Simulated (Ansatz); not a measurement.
The parent structure is Be$_{3}$As$_{2}$ (space group P-3m1, No. 164; a = 3.6304 Å, c = 6.0097 Å; a hypothetical phase, not in the database extracts checked). Axes: x lies along a and z along c of the hexagonal cell.

Structures relaxed with PBE/PAW in Ansatz (an electronic-structure program), scalar-relativistic without spin-orbit coupling.

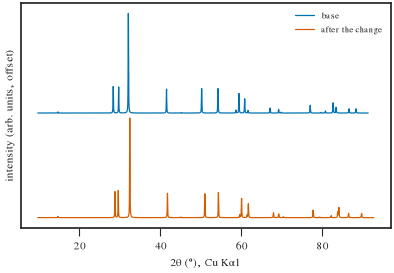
Figure. Simulated powder patterns before (top) and after one change

Question: What was done to the base?
A. biaxial strain +0.97 %, plane normal [001], relaxed out of plane
B. biaxial strain −1.44 %, plane normal [001], relaxed out of plane
C. uniaxial strain ε_zz = −3.23 %
D. biaxial strain +3.37 %, plane normal [001], relaxed out of plane

Answer: B, biaxial strain −1.44 %, plane normal [001], relaxed out of plane. Its volume per atom is 13.37 Å³ against 13.72 Å³, and its space group is P-3m1 (No. 164).

No phonon test of stability was made. The final runs are not spin-polarised.
